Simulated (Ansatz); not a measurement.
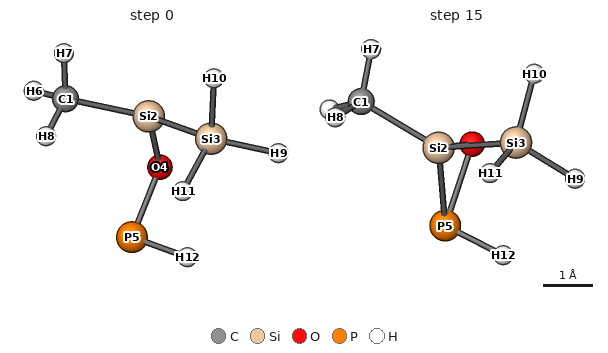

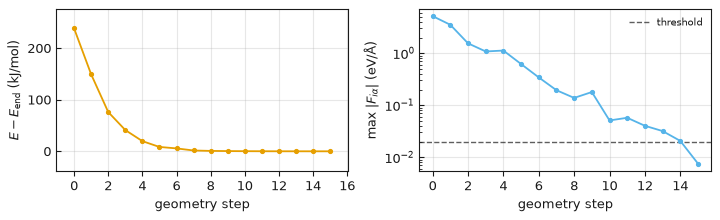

First and last geometry of a relaxation of CH7OPSi2, with the history of the run. The picture is a ball-and-stick view, seen from a free direction.

The run prepares an end point of a later path (hydrogen shift) calculation, from a guessed geometry.

These are results of RKS PBE/def2-SVP in Ansatz, not measurements.

The input:
```yaml
crystal:
  periodic: [false, false, false]
  atoms:
    - { symbol: C, position_ang: [-1.2271, 0.2336, 1.3883] }
    - { symbol: Si, position_ang: [-0.2913, 0.9101, -0.0693] }
    - { symbol: Si, position_ang: [1.7693, -0.1494, -0.1221] }
    - { symbol: O, position_ang: [-0.9584, 0.9392, -1.4809] }
    - { symbol: P, position_ang: [-1.4297, -0.504, -1.9867] }
    - { symbol: H, position_ang: [-2.2839, 0.7203, 1.373] }
    - { symbol: H, position_ang: [-0.7739, 0.5568, 2.3271] }
    - { symbol: H, position_ang: [-1.3326, -0.7945, 1.3496] }
    - { symbol: H, position_ang: [2.5956, 0.3182, -1.2431] }
    - { symbol: H, position_ang: [2.5505, 0.205, 1.1529] }
    - { symbol: H, position_ang: [1.6279, -1.6284, -0.1384] }
    - { symbol: H, position_ang: [-0.1695, -0.8622, -2.5166] }
basis:
  gaussian: { orbitals: def2-SVP }
hamiltonian:
  xc: pbe
relax:
  f_tol: 0.02
  max_steps: 50
output:
  orbitals: {}
```

Launched with:
```bash
ansatz run input.yaml --threads 2 --pin off --max-ram 3072MiB --backend cpu --events-out ev --progress --plain --runs-dir out
```

Did the run converge, and what did it change?

Answer. It converged. The atom that moves furthest after the best rigid fit is Si2 (0.80 Å). By element the largest moves are Si 0.80 Å, H 0.75 Å, O 0.51 Å, P 0.47 Å, C 0.18 Å. Some distances before and after: Si2–P5 2.640 → 2.210 Å, O4–P5 1.600 → 1.779 Å, Si2–O4 1.562 → 1.722 Å, C1–H8 1.034 → 1.109 Å. Bond angles that change, for instance: Si2–O4–P5 113.2° → 78.2°, C1–Si2–Si3 107.4° → 118.5°, C1–Si2–O4 120.0° → 115.2°. The energy falls by 238.3 kJ/mol in 15 geometry steps. Largest force component: 5.2 eV/Å at the start, 0.0076 eV/Å at the end.
